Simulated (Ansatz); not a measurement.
# Cl₂FH₄HfNO: what the fields show

The calculation's input:

```
crystal:
  periodic: [false, false, false]
  atoms:
    - { symbol: Hf, position_ang: [-0.723744, -0.107869, -0.737864] }
    - { symbol: F, position_ang: [0.601433, 0.557555, 2.077265] }
    - { symbol: O, position_ang: [0.82385, -0.951994, -0.021438] }
    - { symbol: H, position_ang: [1.145081, -0.583844, 0.842946] }
    - { symbol: Cl, position_ang: [-0.46863, 2.186823, -1.113409] }
    - { symbol: Cl, position_ang: [-1.424579, -1.316501, -2.613244] }
    - { symbol: "N", position_ang: [-2.091324, -0.284671, 0.91483] }
    - { symbol: H, position_ang: [-2.283144, -1.186509, 1.373192] }
    - { symbol: H, position_ang: [-2.915998, 0.322805, 1.017986] }
    - { symbol: H, position_ang: [-0.329245, 0.412105, 2.111035] }
basis:
  gaussian: { orbitals: def2-SVP }
hamiltonian:
  xc: lda
relax:
  f_tol: 0.03
  max_steps: 50
output:
  orbitals: {}
```

Launched as:

```sh
ansatz run input.yaml --threads 4 --pin off --max-ram 5120MiB --backend cpu --events-out ev --progress --plain --runs-dir out
```

The fields are those of the run's last geometry, not of the input's.

Core potentials replace the inner electrons of Hf.

Level of theory: RKS LDA/def2-SVP (Ansatz).

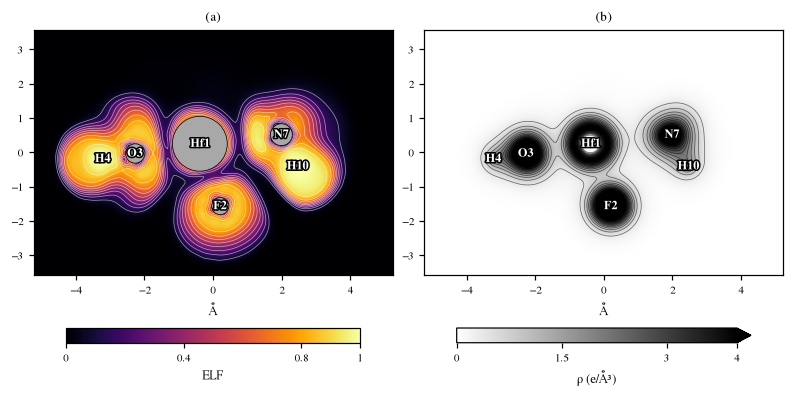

Figure 1. (a) ELF; (b) electron density on the plane of atoms F2, Hf1 and N7. Grey discs cover the atomic cores in the ELF map.

Describe what can be read from this map.

- The plane passes through Hf, F, O, H and N nuclei.
- Hf–O (1.90 Å): ρ at the midpoint is about 0.91 e/Å³; the ELF peaks at about 0.80 in the valence shell of O, 0.5 Å from its nucleus, and drops to about 0.20 between the two atoms.
- Hf–F (1.91 Å): ρ at the midpoint is about 0.88 e/Å³; the ELF peaks at about 0.85 in the valence shell of F, 0.5 Å from its nucleus, and drops to about 0.25 between the two atoms.
- Hf–N (2.39 Å): ρ is about 0.37 e/Å³ halfway; the ELF peaks at about 0.95 in the valence shell of N, 0.7 Å from its nucleus, and is about 0.20 at the midpoint.
- O–H (0.97 Å): ρ is about 3.6 e/Å³ halfway; the ELF climbs to about 1 towards the hydrogen, as it does in any bond to H: an ordinary covalent bond to hydrogen.
- N–H (1.03 Å): ρ is about 2.7 e/Å³ halfway; the ELF climbs to about 1 towards the hydrogen: an ordinary covalent bond to hydrogen.

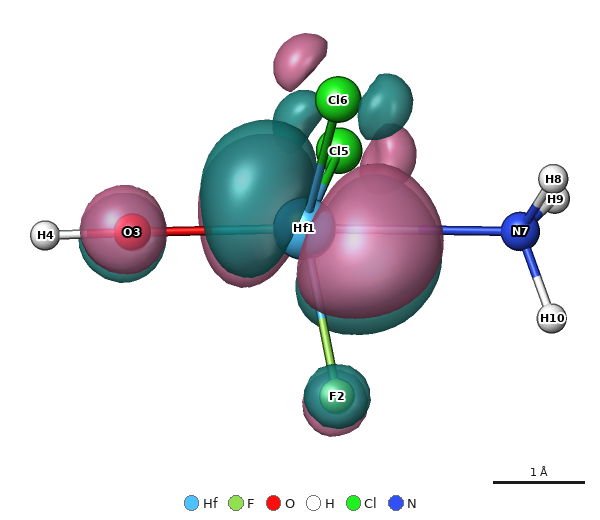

Figure 2. One frontier orbital at ±0.15 Å⁻³ᐟ² (teal and pink are the two phases), seen from one side.

Which orbital is it: HOMO or LUMO?

The LUMO, at −1.35 eV. Its weight (Hirshfeld) is mainly on Hf1 (about 65 %), O3 (about 10 %), Cl5 (about 5 %) and Cl6 (about 5 %).
